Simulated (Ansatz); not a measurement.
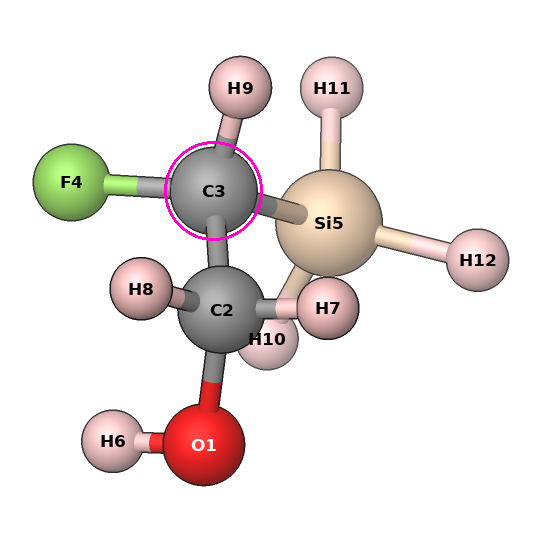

Atoms fade into the background with distance from the viewer. Circles mark the stereogenic atoms. Computed geometry: PBE-D4/def2-SVP optimisation. No frequency run is at hand to confirm it as a minimum.

Q: Assign CIP descriptors.

A: C3: R (priorities Si5 > F4 > C2 > H9).

Q: Give a SMILES with the stereochemistry.

A: OC[C@H](F)[SiH3]
